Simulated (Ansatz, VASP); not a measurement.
# InSb: VASP beside Ansatz

Aim: how closely do two programs agree when they are given the same cell, functional and k mesh?

Calculated with Ansatz 0.2.0; plane waves, with VASP 6.6.1 beside it; zone-centre phonons at PBE and zone-centre phonons at r2SCAN.

### 1. Set-up

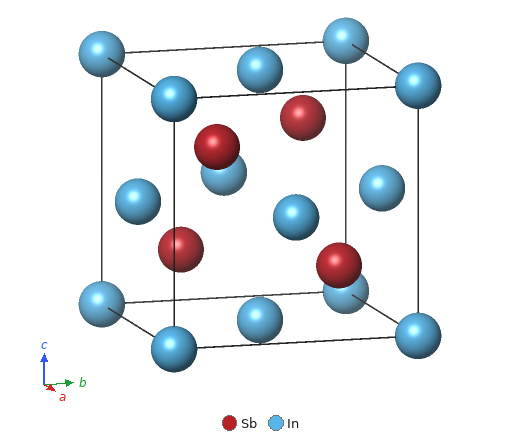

The cell as given, slightly off an axis (antimony red, indium blue). This picture shows the conventional cell, with its axes. Some periodic images of atoms are drawn too.

Structure file:

```
Sb In
1.0
     0.00000    3.31735    3.31735
     3.31735    0.00000    3.31735
     3.31735    3.31735    0.00000
Sb In
1 1
Cartesian
  4.9760 4.9760 4.9760
  0.0000 0.0000 0.0000
```

### 2. VASP: zone-centre phonons, PBE

Second derivatives magnify differences that forces hide, and they need a tight electronic threshold.

Lines of VASP's logs that name or quote its potential files are left out, and so is its time.

Contents of INCAR:

```
SYSTEM = InSb
PREC = Accurate
ENCUT = 450
EDIFF = 1E-08
NELM = 100
ISMEAR = 1
SIGMA = 0.15
LREAL = .FALSE.
ALGO = Normal
GGA = PE
NBANDS = 15
LORBIT = 11
LWAVE = .FALSE.
LCHARG = .FALSE.
KPAR = 4
IBRION = 8
ISIF = 2
```

Contents of POSCAR:

```
InSb
1.0
    0.0000000000      3.3173475074      3.3173475074
    3.3173475074      0.0000000000      3.3173475074
    3.3173475074      3.3173475074      0.0000000000
Sb In
1 1
Direct
    0.7500000000      0.7500000000      0.7500000000
    0.0000000000      0.0000000000      0.0000000000
```

Contents of KPOINTS:

```
Automatic mesh
0
Gamma
12 12 12
0 0 0
```

The projector-augmented-wave data sets are Sb and In_d (PBE family, release 64).

Started as:

```
mpirun -np 4 vasp_std
```

Numbers of over 12 decimals in the logs are rounded to 6 here.

The log of the run:

```text
[banner, memory and clock lines left out]
running    4 mpi-ranks, on    1 nodes
 distrk:  each k-point on    1 cores,    4 groups
 distr:  one band on    1 cores,    1 groups

 POSCAR found type information on POSCAR SbIn
 POSCAR found :  2 types and       2 ions
 LDA part: xc-table for (Slater+PW92), standard interpolation
 POSCAR, INCAR and KPOINTS ok, starting setup
 FFT: planning ... GRIDC
 FFT: planning ... GRID_SOFT
 FFT: planning ... GRID
 WAVECAR not read
 entering main loop
       N       E                     dE             d eps       ncg     rms          rms(c)
DAV:   1     0.108036330303E+03    0.10804E+03   -0.72692E+03  2167   0.104E+03
DAV:   2    -0.104331046332E-01   -0.10805E+03   -0.10501E+03  2398   0.272E+02
DAV:   3    -0.685409304885E+01   -0.68437E+01   -0.68185E+01  2720   0.742E+01
DAV:   4    -0.703994209670E+01   -0.18585E+00   -0.18581E+00  2663   0.146E+01
DAV:   5    -0.704983806399E+01   -0.98960E-02   -0.98958E-02  3375   0.268E+00    0.371E+00
DAV:   6    -0.696067498737E+01    0.89163E-01   -0.15651E-01  3038   0.591E+00    0.215E+00
DAV:   7    -0.695083050636E+01    0.98445E-02   -0.62542E-02  2901   0.233E+00    0.591E-01
DAV:   8    -0.695200796617E+01   -0.11775E-02   -0.71255E-03  2781   0.986E-01    0.212E-01
DAV:   9    -0.695264936060E+01   -0.64139E-03   -0.88490E-04  2552   0.276E-01    0.679E-02
DAV:  10    -0.695270917002E+01   -0.59809E-04   -0.52221E-05  2908   0.477E-02    0.305E-02
DAV:  11    -0.695275412469E+01   -0.44955E-04   -0.80244E-05  2412   0.533E-02    0.205E-02
DAV:  12    -0.695275528265E+01   -0.11580E-05   -0.11589E-06  2732   0.712E-03    0.652E-03
DAV:  13    -0.695275605651E+01   -0.77386E-06   -0.15710E-06  2419   0.642E-03    0.403E-03
DAV:  14    -0.695275579478E+01    0.26174E-06   -0.78436E-08  3069   0.254E-03    0.119E-03
DAV:  15    -0.695275579571E+01   -0.93132E-09   -0.10936E-08  1987   0.814E-04
   1 F= -.69527558E+01 E0= -.69528220E+01  d E =0.198540E-03
 Linear response reoptimize wavefunctions to high precision
DAV:   1    -0.695275584257E+01   -0.46866E-07   -0.25428E-09  2671   0.535E-04
DAV:   2    -0.695275584258E+01   -0.29559E-11   -0.95336E-11  1619   0.729E-05
 Linear response DOF=           2
 Linear response progress:
  Degree of freedom:   1/  2
       N       E                     dE             d eps       ncg     rms          rms(c)
RMM:   1    -0.282286179593E-01   -0.28229E-01    0.32885E-02 15578   0.132E+00
RMM:   2    -0.266019879538E-01    0.16266E-02    0.13596E-05 13852   0.469E-01    0.775E-02
RMM:   3    -0.269292837338E-01   -0.32730E-03   -0.85012E-04 15357   0.155E-01    0.366E-02
RMM:   4    -0.270145405683E-01   -0.85257E-04   -0.72637E-05 15745   0.595E-02    0.102E-02
RMM:   5    -0.270481857427E-01   -0.33645E-04   -0.10650E-05 15692   0.240E-02    0.501E-03
RMM:   6    -0.270454430128E-01    0.27427E-05   -0.86992E-07 15274   0.707E-03    0.124E-03
RMM:   7    -0.270440701500E-01    0.13729E-05   -0.65972E-08 16005   0.278E-03    0.548E-04
RMM:   8    -0.270445460502E-01   -0.47590E-06   -0.58286E-08 15773   0.105E-03    0.312E-04
RMM:   9    -0.270450341263E-01   -0.48808E-06   -0.36381E-08 15520   0.455E-04    0.612E-05
RMM:  10    -0.270450082962E-01    0.25830E-07    0.76898E-09 17689   0.188E-04    0.700E-05
RMM:  11    -0.270450162554E-01   -0.79592E-08   -0.93261E-09 16799   0.717E-05    0.496E-05
 first order change of Fermi-energy   0.24646E-03
 force on displaced ion       1 direction 1 :  -5.828  -0.000  -0.000
 Linear response progress:
  Degree of freedom:   2/  2
       N       E                     dE             d eps       ncg     rms          rms(c)
RMM:   1    -0.234931335777E+00   -0.23493E+00   -0.13796E-01 11242   0.457E+00
RMM:   2    -0.237156498500E+00   -0.22252E-02   -0.10399E-02 14195   0.904E-01    0.707E-02
RMM:   3    -0.236995303313E+00    0.16120E-03   -0.11791E-03 15559   0.285E-01    0.322E-02
RMM:   4    -0.236782847785E+00    0.21246E-03   -0.11951E-04 15938   0.894E-02    0.195E-02
RMM:   5    -0.236667086096E+00    0.11576E-03   -0.10955E-05 16280   0.364E-02    0.624E-03
RMM:   6    -0.236646756670E+00    0.20329E-04   -0.98485E-06 16280   0.121E-02    0.180E-03
RMM:   7    -0.236654500580E+00   -0.77439E-05    0.20834E-06 16400   0.395E-03    0.691E-04
RMM:   8    -0.236653556256E+00    0.94432E-06   -0.12831E-06 16685   0.162E-03    0.371E-04
RMM:   9    -0.236654042641E+00   -0.48639E-06   -0.20021E-06 17036   0.657E-04    0.942E-05
RMM:  10    -0.236654029320E+00    0.13321E-07   -0.40870E-07 17779   0.282E-04    0.828E-05
RMM:  11    -0.236654180281E+00   -0.15096E-06   -0.11171E-06 17460   0.128E-04    0.411E-05
RMM:  12    -0.236654189959E+00   -0.96782E-08   -0.20750E-07 17125   0.697E-05    0.193E-05
RMM:  13    -0.236654207977E+00   -0.18017E-07   -0.26540E-07 18029   0.380E-05    0.718E-06
RMM:  14    -0.236654195606E+00    0.12371E-07   -0.12823E-07 15723   0.220E-05    0.398E-06
RMM:  15    -0.236654188799E+00    0.68072E-08   -0.11681E-07 14680   0.147E-05    0.279E-06
RMM:  16    -0.236654178692E+00    0.10107E-07   -0.38175E-08 13008   0.110E-05    0.110E-06
RMM:  17    -0.236654178261E+00    0.43063E-09   -0.22102E-08  9644   0.889E-06    0.648E-07
 first order change of Fermi-energy  -0.22758E-04
 force on displaced ion       2 direction 1 :  -5.806  -0.000  -0.000
 Linear response finished
```

Parts of OUTCAR (step 2):

```text
ion  position               nearest neighbor table
   1  0.750  0.750  0.750-   2 2.87   2 2.87   2 2.87   2 2.87
   2  0.000  0.000  0.000-   1 2.87   1 2.87   1 2.87   1 2.87

  LATTYP: Found a face centered cubic cell.
 ALAT       =     6.6346950148

 Subroutine GETGRP returns: Found 24 space group operations
 (whereof 24 operations were pure point group operations)

The static configuration has the point symmetry T_d .

 Found     72 irreducible k-points:

   k-points           NKPTS =     72   k-points in BZ     NKDIM =     72   number of bands    NBANDS=     15

   dimension x,y,z NGX =    32 NGY =   32 NGZ =   32
   dimension x,y,z NGXF=    64 NGYF=   64 NGZF=   64

   ENCUT  =  450.0 eV  33.07 Ry    5.75 a.u.   8.11  8.11  8.11*2*pi/ulx,y,z

   NELECT =      18.0000    total number of electrons

 k-points in reciprocal lattice and weights: Automatic mesh
   0.00000000  0.00000000  0.00000000       0.001
   0.08333333  0.00000000  0.00000000       0.005
   0.16666667  0.00000000  0.00000000       0.005
   0.25000000  0.00000000  0.00000000       0.005
   0.33333333  0.00000000  0.00000000       0.005
   0.41666667  0.00000000  0.00000000       0.005
   0.50000000  0.00000000  0.00000000       0.002
   0.08333333  0.08333333  0.00000000       0.003
   0.16666667  0.08333333  0.00000000       0.014
[...]
-0.33333333  0.50000000  0.16666667       0.007
  -0.25000000  0.50000000  0.25000000       0.003

 average (electrostatic) potential at core
       1 -87.8988       2 -96.8572

  Total        0.0039249      0.0039249      0.0039249      0.0000000      0.0000000      0.0000000
  in kB        0.0861266      0.0861266      0.0861266      0.0000000      0.0000000      0.0000000
  external PRESSURE =       0.0861266 kB  Pullay stress =       0.0000000 kB

  energy-cutoff  :      450.00
  volume of cell :       73.01
      direct lattice vectors                 reciprocal lattice vectors
     0.000000000  3.317347507  3.317347507    -0.150722829  0.150722829  0.150722829
     3.317347507  0.000000000  3.317347507     0.150722829 -0.150722829  0.150722829
     3.317347507  3.317347507  0.000000000     0.150722829  0.150722829 -0.150722829

 POSITION                                       TOTAL-FORCE (eV/Angst)
 -----------------------------------------------------------------------------------
      4.97602      4.97602      4.97602        -0.000000     -0.000000     -0.000000
      0.00000      0.00000      0.00000         0.000000      0.000000      0.000000
 -----------------------------------------------------------------------------------
    total drift:                                0.000000      0.000000      0.000000

 Eigenvectors and eigenvalues of the dynamical matrix
 ----------------------------------------------------

   1 f  =    4.904791 THz    30.817708 2PiTHz  163.606202 cm-1    20.284575 meV
             X         Y         Z           dx          dy          dz
      4.976021  4.976021  4.976021    -0.628898    0.301332   -0.000000
      0.000000  0.000000  0.000000     0.646355   -0.309696   -0.000000

   2 f  =    4.904791 THz    30.817708 2PiTHz  163.606202 cm-1    20.284575 meV
             X         Y         Z           dx          dy          dz
      4.976021  4.976021  4.976021     0.000000    0.000000   -0.697362
      0.000000  0.000000  0.000000     0.000000    0.000000    0.716719

   3 f  =    4.904791 THz    30.817708 2PiTHz  163.606202 cm-1    20.284575 meV
             X         Y         Z           dx          dy          dz
      4.976021  4.976021  4.976021    -0.301332   -0.628898    0.000000
      0.000000  0.000000  0.000000     0.309696    0.646355   -0.000000

   4 f/i=    0.004714 THz     0.029618 2PiTHz    0.157235 cm-1     0.019495 meV
             X         Y         Z           dx          dy          dz
      4.976021  4.976021  4.976021    -0.645660   -0.269813    0.154953
      0.000000  0.000000  0.000000    -0.628222   -0.262526    0.150768

   5 f/i=    0.004714 THz     0.029618 2PiTHz    0.157235 cm-1     0.019495 meV
             X         Y         Z           dx          dy          dz
      4.976021  4.976021  4.976021    -0.279316    0.659885   -0.014828
      0.000000  0.000000  0.000000    -0.271773    0.642063   -0.014427

   6 f/i=    0.004714 THz     0.029618 2PiTHz    0.157235 cm-1     0.019495 meV
             X         Y         Z           dx          dy          dz
      4.976021  4.976021  4.976021    -0.137084   -0.073745   -0.699611
      0.000000  0.000000  0.000000    -0.133381   -0.071753   -0.680716

 ELASTIC MODULI CONTR FROM IONIC RELAXATION (kBar)
 Direction    XX          YY          ZZ          XY          YZ          ZX
 --------------------------------------------------------------------------------
 XX          -0.0000      0.0000      0.0000     -0.0000      0.0000     -0.0000
 YY           0.0000     -0.0000      0.0000     -0.0000     -0.0000      0.0000
 ZZ           0.0000      0.0000     -0.0000      0.0000     -0.0000     -0.0000
 XY          -0.0000     -0.0000      0.0000   -131.4146      0.0000      0.0000
 YZ           0.0000     -0.0000     -0.0000      0.0000   -131.4146      0.0000
 ZX          -0.0000      0.0000     -0.0000      0.0000      0.0000   -131.4146
 --------------------------------------------------------------------------------
```

### 3. Ansatz: zone-centre phonons, PBE

Ansatz runs on its default PAW (the set named soft_2) files.

The same cell, functional, mesh and smearing now go to Ansatz, which takes its cutoff from its data sets.

Contents of input.yaml:

```yaml
crystal:
  lattice:
    - [0.0, 3.3173475074, 3.3173475074]
    - [3.3173475074, 0.0, 3.3173475074]
    - [3.3173475074, 3.3173475074, 0.0]
  atoms:
    - { symbol: Sb, position: [0.75, 0.75, 0.75] }
    - { symbol: In, position: [0.0, 0.0, 0.0] }
hamiltonian:
  xc: pbe
  pseudopotentials: { kind: paw }
kpoints:
  mp_grid: { grid: [12, 12, 12] }
scf:
  occupations: { method: methfessel_paxton, width: 0.15 }
phonons:
  method: dfpt
  qpoints: [[0, 0, 0]]
```

Started as:

```
ansatz run input.yaml --threads 4 --pin off --max-ram 9216MiB --backend cpu --events-out ev --progress --plain --runs-dir out
```

The log of the run:

```text
zone centre: on kpoints.mp_grid the ground state, and the responses unless they are solved on pairs of k-points, stand on 163 of the mesh's 1728 k-points, reduced under 8 symmetry operations, with k and −k counted as one. Each operation leaves every solved displacement unchanged or reverses it
Engine: ansatz 0.2.0, aarch64-unknown-linux-gnu
Pseudopotentials: kind: paw
Pseudopotential: Sb, paw, valence charge 15, recommended cutoff 420 eV (normal), Sb.paw.azcp
Pseudopotential: In, paw, valence charge 13, recommended cutoff 420 eV (normal), In.paw.azcp
Functional definition: PBE
  parameter kappa = 0.804
  parameter beta = 0.066725
  exchange = pbe_x(kappa = kappa, mu = beta*pi^2/3)
  correlation = pbe_c(beta = beta)
Crystal: 2 atoms, lattice volume = 73.013 Å³
Basis set: ecut = 420 eV, 1411 PW (Γ), exchange–correlation on 64×64×64 points (8 copies of the dense FFT grid, shifted against one another)
Bands: 18, of which v1, the nominal top of the filled ones, is band 14 counted from 1 (13 counted from 0)
Symmetry: 24 space group operations
k-points: 163 of 1728 (irreducible under 8 space group operations, time reversal used)
Non-local potential: Sb, projectors of the file, l = 0: 2, l = 1: 2, l = 2: 2, l = 3: 2
Non-local potential: In, projectors of the file, l = 0: 2, l = 1: 2, l = 2: 2, l = 3: 2
PAW form: soft (Blöchl's): semilocal exchange-correlation on the pseudo side does not see the compensation charge
PAW one-centre angular grid: Sb, 590 points (default); XC on 64 Gauss nodes
PAW one-centre angular grid: In, 590 points (default); XC on 64 Gauss nodes
Initial density: superposition of atomic densities (neutral atoms: chi_scale 0, normalization atom), corrected by the library's trained network
Initial wavefunctions: pseudopotential atomic-orbital guess
Functional: x = pbe(κ = 0.804, μ = 0.219515), c = pbe(β = 0.066725)
SCF iter   1: F=—  HF=-12082.590239 eV  |F-HF|=—  |Δ(HF+E_count)|=         —  Δρ=1.66e-3  dr2=5.01e-3  ethr=1.77e-3  ⟨swp⟩=5.7  Hψ=14854  notcnv=0
preconditioner: auto → none  [insulator: Δε(μ)=0.403 eV  Ē_g=13.770 eV  σ=0.150 eV  W_gap=0.64  n_scr=14 (ndim 8)  ℏωp=18.4 eV  f_vac=0.127  D(μ)=0.06/eV (n_scr^D=0)  ε∞_Penn≈2.8]
SCF iter   2: F=—  HF=-12082.587625 eV  |F-HF|=—  |Δ(HF+E_count)|=   2.61e-3  S|Δr|=    0.00e0  Δρ=7.76e-4  dr2=5.47e-4  ethr=1.79e-5  ⟨swp⟩=2.0  Hψ=5706  notcnv=0
SCF iter   3: F=—  HF=-12082.587690 eV  |F-HF|=—  |Δ(HF+E_count)|=   6.51e-5  S|Δr|=    0.00e0  Δρ=2.36e-4  dr2=6.22e-5  ethr=1.95e-6  ⟨swp⟩=2.0  Hψ=4395  notcnv=0
SCF iter   4: F=—  HF=-12082.587784 eV  |F-HF|=—  |Δ(HF+E_count)|=   9.45e-5  S|Δr|=    0.00e0  Δρ=8.47e-5  dr2=5.00e-6  ethr=2.22e-7  ⟨swp⟩=2.0  Hψ=3589  notcnv=0
SCF iter   5: F=—  HF=-12082.587799 eV  |F-HF|=—  |Δ(HF+E_count)|=   1.50e-5  S|Δr|=    0.00e0  Δρ=3.36e-5  dr2=5.33e-7  ethr=1.79e-8  ⟨swp⟩=2.0  Hψ=4409  notcnv=0
SCF iter   6: F=—  HF=-12082.587799 eV  |F-HF|=—  |Δ(HF+E_count)|=   2.21e-7  S|Δr|=    0.00e0  Δρ=1.48e-5  dr2=1.01e-7  ethr=1.90e-9  ⟨swp⟩=2.0  Hψ=3763  notcnv=0
SCF iter   7: F=—  HF=-12082.587799 eV  |F-HF|=—  |Δ(HF+E_count)|=  1.64e-11  S|Δr|=    0.00e0  Δρ=2.10e-6  dr2=2.26e-9  ethr=3.61e-10  ⟨swp⟩=2.0  Hψ=5219  notcnv=0
SCF iter   8: F=—  HF=-12082.587799 eV  |F-HF|=—  |Δ(HF+E_count)|=  6.04e-10  S|Δr|=    0.00e0  Δρ=6.05e-7  dr2=1.49e-10  ethr=8.08e-12  ⟨swp⟩=2.0  Hψ=5129  notcnv=0
SCF iter   9: F=—  HF=-12082.587799 eV  |F-HF|=—  |Δ(HF+E_count)|=  4.73e-11  S|Δr|=    0.00e0  Δρ=2.90e-7  dr2=3.66e-11  ethr=1.00e-12  ⟨swp⟩=2.0  Hψ=4041  notcnv=0
SCF iter  10: F=-12082.587799 eV  HF=-12082.587799 eV  |F-HF|=3.64e-12  |Δ(HF+E_count)|=  1.82e-11  S|Δr|=    0.00e0  Δρ=1.12e-8  dr2=5.21e-14  ethr=1.00e-12  ⟨swp⟩=6.0  Hψ=13240  notcnv=0
SCF 1 converged in 10 iterations: F = -12082.587799 eV  dr2 = 5.21e-14
  greatest PAW one-centre occupation: 0.995 electrons in one spin orbital (limit 2), on the Sb atom at site 0 (counted from 0), in its partial waves of l = 2
DFPT response loops at Γ: preconditioner auto → Kerker (q_TF=auto, 2.326 Å⁻¹) (partly filled bands, converged f_vac=0.118); β = 1.00, the filter's whole step (`scf.mixing.beta` (0.50) is not read by the response loops under this deck's `scf.mixing.preconditioner`; to damp them name `kerker` or `kerker_dos`, under which they read `scf.mixing.beta`, and type it under 1.00, their step now; both keys bind the ground state too); Broyden in place of MSR1
SCF converged after 10 iterations
Stability not checked: this state was not tested for a lower state beside it, because cold or Methfessel-Paxton smearing, or corrected tetrahedra, fill the levels in a way that the test cannot read (fill_not_monotonic; see scf.lower_state_search)
Free energy (F): -12082.587799 eV
Harris-Foulkes:  -12082.587799 eV  (|F-HF|=3.64e-12)
Internal energy: -12082.587999 eV  (E = F + TS)
E sigma→0 (E₀):  -12082.587849 eV
Entropy (-TS):   0.000200 eV (0.100 meV/atom)
Fermi energy:    6.533988 eV
Step filling:    the computed levels leave a gap of 0.0000 eV = 0.0 smearing widths at the electron count; against every level under it full and every level over it empty, smearing changes F+E_penalty+E_count by +0.095 meV and its σ→0 estimate by +0.045 meV
--- Per-component energies (eV) ---
  E_band       = -281.156514
  E_kinetic    = 449.100383
  E_local      = -3289.215754  (includes V_loc(G=0)·N_el)
  E_nonlocal   = 729.681688
  E_hartree    = 1411.664607
  E_xc         = -353.022313
  E_vxc        = -194.582261  (∫ρ·V_xc dr)
  E_paw        = -8731.098268  (= ΣΔE_a)
  E_vpaw       = -799.469812  (= ΣTr[D̂ρ^β])
  E_aug_tail   = 0.000024  (compensation charges beyond the density's cutoff)
  E_ewald      = -2299.698366
  E_smearing   = 0.000200  (= −TS)
  E_closure    = -0.000000  (closes the sum)
  Σ components = -12082.587799   (vs F -12082.587799, Δ=0.00e0)
--- Band table (eV; the first three rows and the last of 163) ---
  k-point 0: bands = [... 10 lower, -3.7813, 5.9170, 6.5080, 6.5080, 6.5080, 9.4836, 9.4836, 9.4836]
  k-point 1: bands = [... 10 lower, -3.7244, 5.1225, 6.4207, 6.4207, 7.0396, 9.5862, 9.6092, 9.6092]
  k-point 2: bands = [... 10 lower, -3.5585, 4.0396, 6.2131, 6.2131, 7.3048, 9.8981, 9.8981, 10.1015]
  k-point 162: bands = [... 10 lower, -2.0407, 0.9896, 3.9374, 4.0695, 9.7658, 10.4895, 10.5975, 11.4562]
--- Phonons (Γ-DFPT): 2 representative perturbations + reference, on 163 of 1728 k-points (Σ response iterations 6) ---
  k mesh reduced under 8 symmetry operations, with k and −k counted as one. Each operation leaves every solved displacement unchanged or reverses it
  ASR residual: 1.209e-4 → 0.000e0 eV/Å²; symmetrization residual: 4.301e-5 eV/Å²
  ASR residual per site (eV/Å²): 2.09e-5 1.21e-4
  Γ frequencies (cm⁻¹): 0.00 0.00 0.00 163.40 163.40 163.40
  non-analytic LO–TO correction: not included (Born effective charges unavailable; polar crystals: no LO–TO splitting at Γ)
--- Phonons (arbitrary-q DFPT): 1 explicit q-point ---
  q = [0, 0, 0] (of the zone-centre solve; hermiticity 1.48e-5, symmetrization 4.26e-13): -0.00 0.00 0.00 163.40 163.40 163.40
  sum rule: each row above includes the acoustic sum rule's correction from the zone centre's row sums; it moved no ω² by more than (0.54 cm⁻¹)²
```

Wall time 23 s (4 threads of Arm Neoverse V1, shared host); peak memory 0.94 GiB.

In the SCF lines HF is the Harris–Foulkes energy and dr2 the Hartree energy of the density residual, in eV; the loop may stop once dr2 is under the threshold and the program's other checks hold. Hψ counts applications of the Hamiltonian.

### 4. Differences

Known differences besides the PAW data sets themselves: the data sets hold 28 valence electrons in Ansatz (default PAW (the set named soft_2) files) and 18 in VASP; the cutoff is 420 eV in Ansatz and 450 eV in VASP; VASP leaves aspherical gradient terms in its spheres out (LASPH is not set), Ansatz keeps them. Total energies have different zeros and are not compared.

The two programs side by side:

| quantity | Ansatz | VASP | difference |
| --- | --- | --- | --- |
| mode 4 to 6 (cm⁻¹) | 163.4 | 163.6 | -0.13 % |

(Part 1 of 2 ends here.)

[Lines on the potential files, build, host, timing and source positions are cut from VASP's logs without a mark.]

[Logs are printed without paths, hosts, clocks, repeated set-up lines and the standing remarks that a program may print on its own settings, such as how far it seeks lower states.]

[Hosts, paths, dates, database ids (printed as entryN), source tags and the programs' standing remarks are cut or masked in the printed files.]
